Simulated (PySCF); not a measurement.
Input

```
{"job": {"kind": "nmr", "xc": "PBE0", "basis": "pcSseg-1"}, "charge": 0, "multiplicity": 1}
C      1.500507    -0.554859     0.026736
C      0.726203     0.708472     0.023765
F      1.502871     1.802253     0.063037
C     -0.590089     0.890222    -0.004444
C     -1.560775    -0.239596    -0.046879
F     -1.441070    -0.997738    -1.155739
F     -1.425977    -1.092882     0.987813
F     -2.823935     0.194199    -0.018921
H      0.863056    -1.416056    -0.137678
H      2.263028    -0.509405    -0.749948
H      2.010360    -0.662626     0.984448
H     -1.022979     1.877329     0.001782
```

Run with:

```sh
OMP_NUM_THREADS=1 python probes_run.py task.json out
```

Geometry: GFN2-xTB.

Method: PBE0/pcSseg-1, SCF density, gas phase, non-relativistic (PySCF).

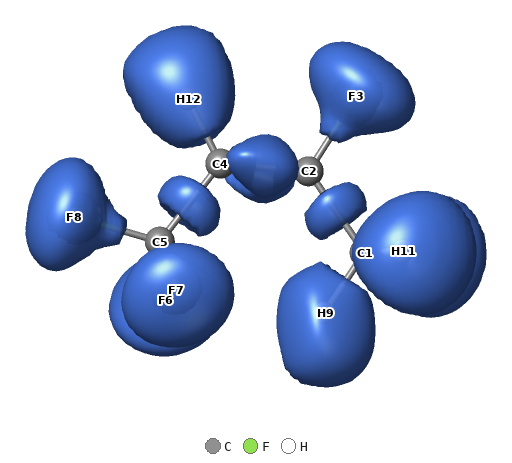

C₄H₄F₄ (SMILES C/C(F)=C\C(F)(F)F). Isosurface of the electron localisation function at 0.75 (blue), seen across its widest extent. Core shells and regions of very low density are left out.

**Where are the electrons localised?**

The surface consists of three regions between bonded C–C atoms (shared pairs), four regions around hydrogen nuclei and four regions on F in which the atom's valence shell and bonds are merged.

Values along the shortest contacts:
C–C (1.33 Å): the ELF peaks at about 0.95 between the atoms; a multiple bond. C–F (1.34 Å): the ELF peaks at about 0.85 between the atoms, as expected for a polar covalent bond.
